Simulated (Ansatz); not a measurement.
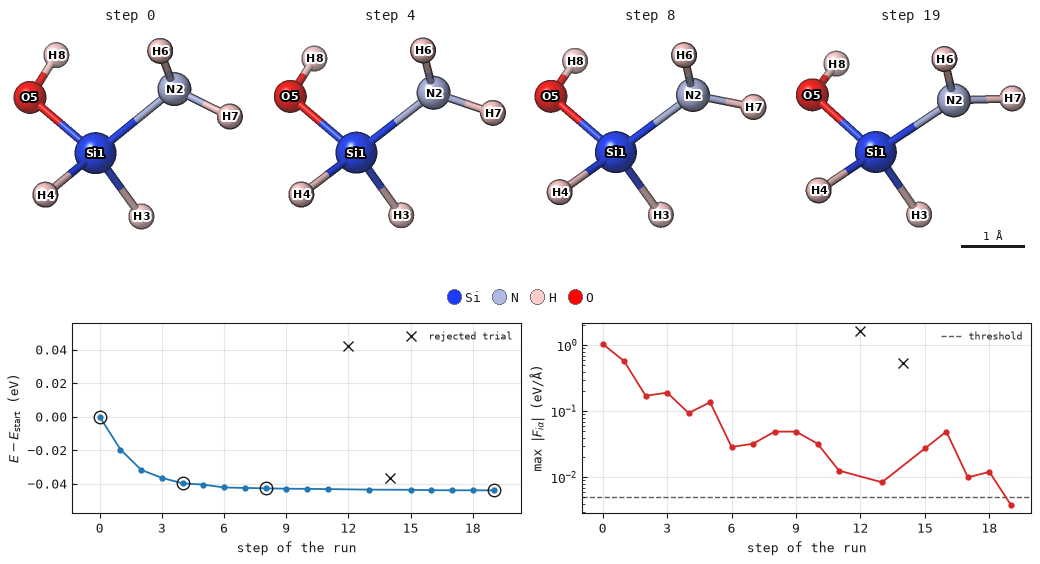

Frames of a relaxation of SiNH5O, marked on the history of the run. The picture is a ball-and-stick view, seen from a free direction.

It is one of the separated reactants of a reaction.

Method: Ansatz, RKS PBE0-D4/def2-TZVP. Settings: force threshold 0.005 eV/Å; at most 200 steps.

Question: Describe the path.

Answer: Over 17 accepted moves (19 points after the start) the energy falls by 0.044 eV. The largest force component goes from 1.1 to 0.0038 eV/Å. The line search rejected the trial steps at points 12, 14 of the run. The atom that moves furthest after the best rigid fit is H7 (0.42 Å). Largest moves by element: H 0.42 Å, N 0.30 Å, O 0.06 Å, Si 0.05 Å. Some distances before and after: Si1–N2 1.745 → 1.705 Å, Si1–O5 1.629 → 1.649 Å, O5–H8 0.973 → 0.958 Å, N2–H6 1.011 → 1.006 Å. Bond angles that change, for instance: N2–Si1–O5 109.3° → 116.3°, Si1–N2–H6 117.6° → 123.7°, Si1–N2–H7 116.5° → 122.4°. The run took 20 s on 4 threads of Arm Neoverse V2, with other jobs on the host. From step 0 to 4: N2 moves most (0.11 Å), energy −0.040 eV. From step 4 to 8: H7 moves most (0.15 Å), energy −0.003 eV. From step 8 to 19: H7 moves most (0.17 Å), energy −0.001 eV.

```tsv
step	E − E(0), eV	largest force component, eV/Å	note
0	0.0000	1.0511	
1	-0.0195	0.5747	
2	-0.0317	0.1720	
3	-0.0365	0.1920	
4	-0.0397	0.0943	
5	-0.0405	0.1373	
6	-0.0422	0.0288	
7	-0.0425	0.0323	
8	-0.0427	0.0492	
9	-0.0429	0.0493	
10	-0.0430	0.0324	
11	-0.0431	0.0127	
12	0.0423	1.6260	rejected
13	-0.0435	0.0084	
14	-0.0365	0.5339	rejected
15	-0.0436	0.0274	
16	-0.0438	0.0494	
17	-0.0439	0.0100	
18	-0.0439	0.0121	
19	-0.0439	0.0038
```
